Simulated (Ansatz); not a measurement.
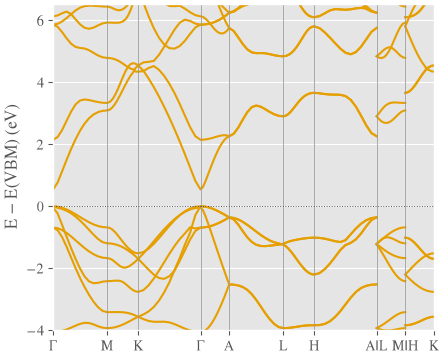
Figure. Band structure from PBE (plane waves, PAW; program Ansatz)

Read off the gap and where the band edges lie.

About 0.5 eV (0.54 eV by a search for the band edges); maximum at Γ, minimum at Γ.

The material is CdSe (wurtzite, space group No. 186).

Space group P6_3mc (wurtzite). The PBE relaxation kept the symmetry of its start; phonons on a q-mesh show no instability. Spin–orbit coupling is left out wherever it is not named.

Potentials: the later of the program's two PAW sets.
